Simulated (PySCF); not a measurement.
C3H3FO, SMILES `O=C=CCF`.

Computed with PySCF, B3LYP/def2-SVP, geometry: GFN2-xTB. No frequency check shows the geometry to be a minimum. Without diffuse functions Rydberg states are missing, so the states' numbers hold for this basis only.

Input script:

```python
import numpy as np
from pyscf import gto, scf, dft, tdscf
from pyscf.scf import atom_ks, atom_hf
from scipy.linalg import block_diag

def solve(mol, dm0=None, hcore=None):
    mf = (dft.UKS if mol.spin else dft.RKS)(mol, xc='b3lyp')
    mf.grids.level = 3
    mf = mf.density_fit(auxbasis='def2-universal-jkfit')
    mf.conv_tol, mf.max_cycle = 1e-8, 80
    if hcore is not None:
        mf.get_hcore = lambda *args: hcore
    mf.kernel(dm0)
    if not mf.converged:
        mf = mf.newton().run(mf.mo_coeff, mf.mo_occ, max_cycle=30)
    assert mf.converged, 'SCF not converged'
    return mf

mol = gto.M(atom='''
O     -2.30277     0.39839    -0.07344
C     -1.26095    -0.08257     0.08924
C     -0.11324    -0.66909     0.22887
C      1.12550    -0.24031    -0.49613
F      1.92159     0.54759     0.31237
H     -0.00719    -1.42030     0.99409
H      0.89005     0.36173    -1.37813
H      1.73710    -1.10508    -0.77161
''', basis='def2-svp', charge=0, spin=0, verbose=4)
mf = solve(mol)
td = mf.TDA()
td.nstates, td.singlet, td.conv_tol = 5, True, 1e-5
td.kernel()
td.analyze()
x, y = np.array([p[0] for p in td.xy]), np.array([p[1] + 0 * p[0] for p in td.xy])
f, mu = td.oscillator_strength(), td.transition_dipole()
nto = [td.get_nto(state=i + 1, verbose=4) for i in range(len(td.e))]
# spherically averaged free atoms, for the promolecule
atm = atom_ks.get_atm_nrks(mol, xc='b3lyp')
pro = block_diag(*[(atm[a[0]][2] * atm[a[0]][3]) @ atm[a[0]][2].T for a in mol._atom])
np.savez('result.npz', e=td.e, f=f, ok=td.converged, w=[n[0] for n in nto], nto=[n[1] for n in nto], x=x, y=y, c=mf.mo_coeff, occ=mf.mo_occ, eps=mf.mo_energy, pro=pro, mu=mu)
```

Launched as:

```sh
OMP_NUM_THREADS=1 python input.py
```

The run took 110 s on 1 thread of Arm Neoverse V2, on a shared host, peak memory 0.49 GiB.

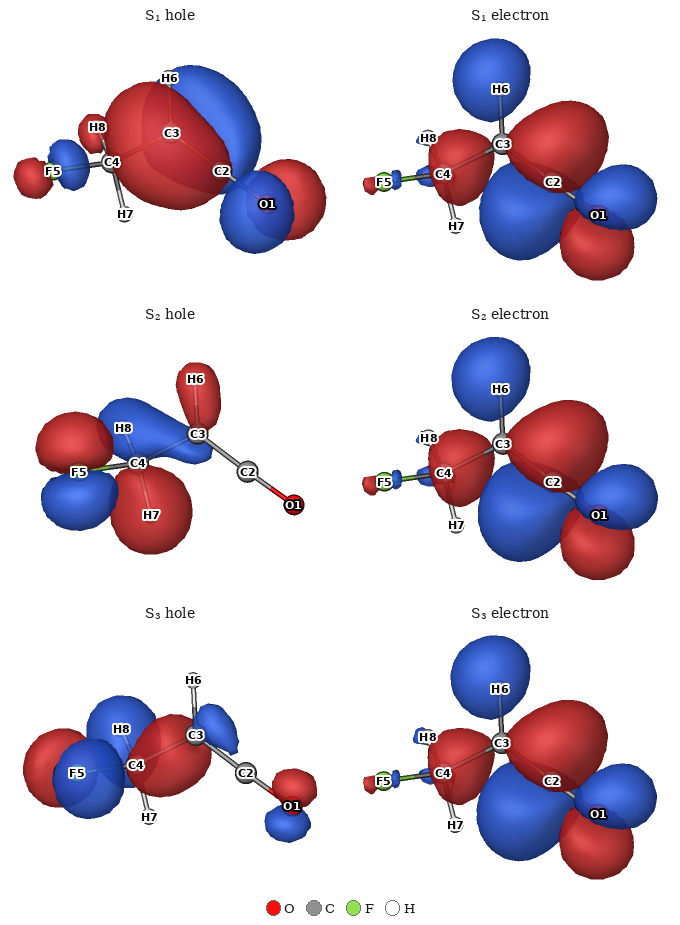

Leading natural transition orbitals (TDA singlet states).

**Describe these excited states.**

By state:
- S₁: 3.90 eV (318 nm), f = 0.000 (very weak); the leading pair carries 100 %; hole on C3 (44 %), O1 (24 %) and C2 (19 %), electron on C2 (44 %), O1 (29 %) and C3 (11 %); their centroids lie 0.5 Å apart.
- S₂: 6.95 eV (178 nm), f = 0.003, charge transfer, whose energy this functional puts too low; the leading pair carries 96 %; hole on F5 (50 %), C4 (19 %) and H7 (13 %), electron on C2 (42 %), O1 (28 %) and C3 (12 %); their centroids lie 2.4 Å apart.
- S₃: 7.08 eV (175 nm), f = 0.003; the leading pair carries 79 %; hole on F5 (44 %), C3 (17 %) and C4 (14 %), electron on C2 (40 %), O1 (26 %) and C3 (13 %) (shares are of the whole state, not of the leading pair alone); their centroids lie 1.8 Å apart.
